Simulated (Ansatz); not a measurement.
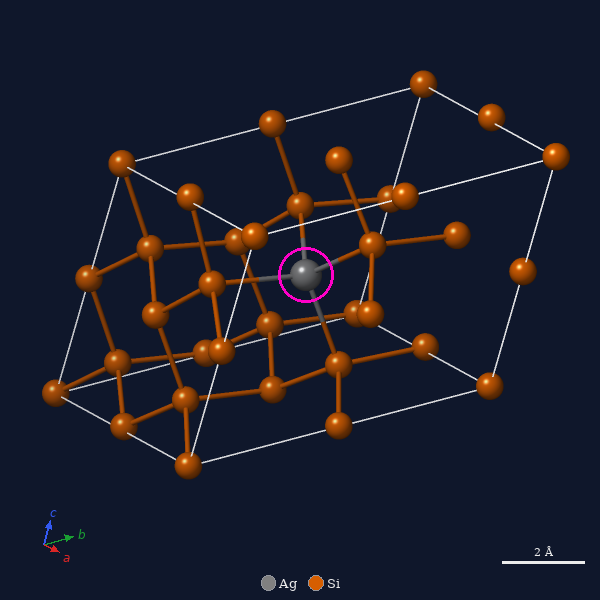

Shown here is a ball-and-stick view of the crystal, taken slightly off an axis. Thin lines show the supercell, with boundary atoms drawn in all their periodic places. The host is Si, in a cell of 16 sites, and the cell carries a charge of +1. A ring marks the defect's site.

How does this supercell depart from the perfect host?

Silver on a silicon site (a substitutional impurity). It is bonded to four Si in a tetrahedral arrangement at about 2.5 Å.

The atoms were relaxed in the host's cell with DFT PBE, scalar-relativistic, plane waves, PAW (Ansatz).
